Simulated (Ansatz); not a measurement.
# CH4Cl2Ga: the cost of one run

Program: Ansatz 0.2.0. Level of theory: UKS PBE-D4/def2-SVP. These are calculated values, not measurements.

### 1 The starting structure

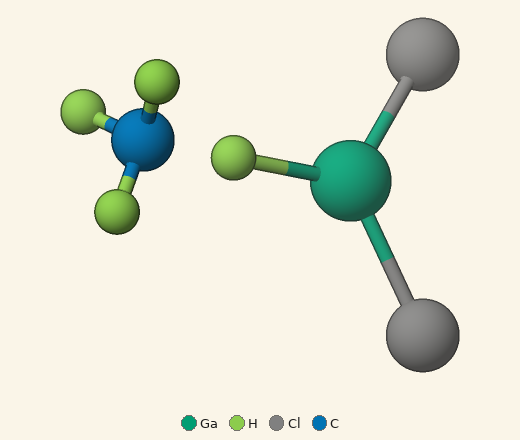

The starting structure, seen from a chosen angle (gallium teal, hydrogen green, chlorine grey, carbon blue).

Structure file:

```xyz
8

Ga    0.0000    0.0000    0.0000
H     0.0000    0.0000    1.8200
Cl    1.9398    0.0000   -1.1200
Cl   -1.9398    0.0000   -1.1200
C     0.0000    0.0000    3.2300
H    -0.5653   -0.8805    3.6005
H     1.0452   -0.0494    3.6005
H    -0.4798    0.9298    3.6005
```

### 2 A restrained relaxation towards end A

Springs on the bonds that form and break draw the guess towards this end; the thresholds are loose.

input.yaml

```yaml
crystal:
  periodic: [false, false, false]
  atoms:
    - { symbol: Ga, position_ang: [0.0, 0.0, 0.0] }
    - { symbol: H, position_ang: [0.0, 0.0, 1.82] }
    - { symbol: Cl, position_ang: [1.9398, 0.0, -1.12] }
    - { symbol: Cl, position_ang: [-1.9398, 0.0, -1.12] }
    - { symbol: C, position_ang: [0.0, 0.0, 3.23] }
    - { symbol: H, position_ang: [-0.5653, -0.8805, 3.6005] }
    - { symbol: H, position_ang: [1.0452, -0.0494, 3.6005] }
    - { symbol: H, position_ang: [-0.4798, 0.9298, 3.6005] }
magnetization:
  spin_polarized: true
  initial_magnetization: 1
basis:
  gaussian: { orbitals: def2-SVP }
hamiltonian:
  xc: pbe
  dispersion: d4
relax:
  f_tol: 0.15
  max_steps: 25
  restrain:
    - { distance: [1, 4], at: 2.31, k: 30.0 }
    - { distance: [0, 1], at: 1.57, k: 30.0 }
```

The run is started by

```sh
$ ansatz run input.yaml --threads 4 --pin off --max-ram 5120MiB --backend cpu --events-out ev --progress --plain --runs-dir out
```

Q: Estimate wall time and peak memory on 4 threads of Arm Neoverse V1, shared host.

About 10 s, with a peak of 0.18 GiB.
